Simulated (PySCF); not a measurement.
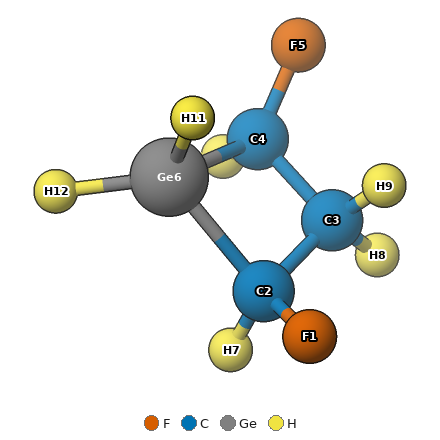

C₃H₆F₂Ge, SMILES F[C@@H]1C[C@H](F)[GeH2]1, singlet. Vertical core-electron binding energies by ΔSCF (SCAN, def2-TZVP on the ionised atom, pcseg-1 elsewhere, spin-free X2C; PySCF, at a PBE0-D3(BJ)/def2-SVP geometry (no frequency check)), gas phase, against the vacuum level. One atom of each kind was ionised; within a panel, areas follow the number of like atoms, Gaussians of 0.8 eV full width. Only the regions named are shown.

### Predict the C 1s photoelectron lines.

```
level   atoms  binding energy (eV)
 C 1s  C2, C4                293.0
 C 1s      C3                291.5
```

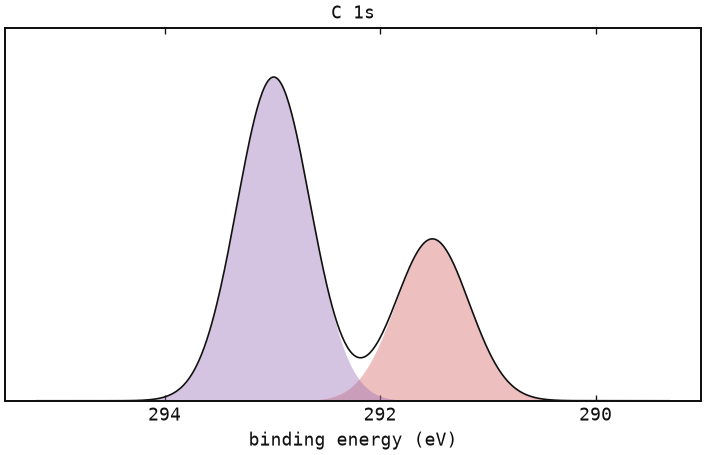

Note: one conformer of a flexible molecule.
